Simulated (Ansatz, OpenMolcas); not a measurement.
# How methods differ on SiN2H6O (SMILES N[SiH](N)O)

The species is SiN2H6O (10 atoms), meant as a singlet with charge 0. SMILES: `N[SiH](N)O`. Geometry: relaxed at PBE0-D4/def2-TZVP. This is one conformer, not always the lowest.

Each level gives the vertical ionisation energy (to the doublet cation) (eV). The values are calculated.

```tsv
level	kind	program	value (eV)
HF/def2-SVP	Hartree–Fock	Ansatz	8.69
SVWN5/def2-SVP	LDA	Ansatz	9.07
revPBE/def2-SVP	GGA	OpenMolcas	8.85
M06-L/def2-SVP	meta-GGA	OpenMolcas	9.17
PBE0/def2-SVP	global hybrid	OpenMolcas	9.39
HSE06/def2-SVP	range-separated hybrid	Ansatz	9.37
wB97M-V/def2-SVP	range-separated hybrid	Ansatz	9.70
RPA@PBE/def2-SVP	RPA	Ansatz	8.76
MP2/def2-SVP	perturbation theory	Ansatz	9.80
CCSD/def2-SVP	coupled cluster or CI	Ansatz	9.59
```

The values span 8.69 to 9.80 eV. The second state's dipole differs much between rows, so they may not all be the same state.

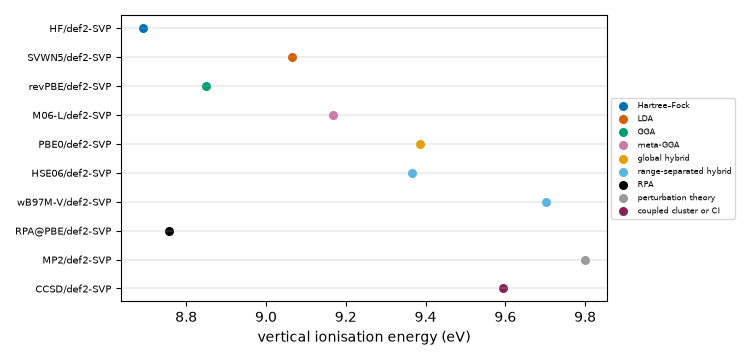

The values of the table, level by level.
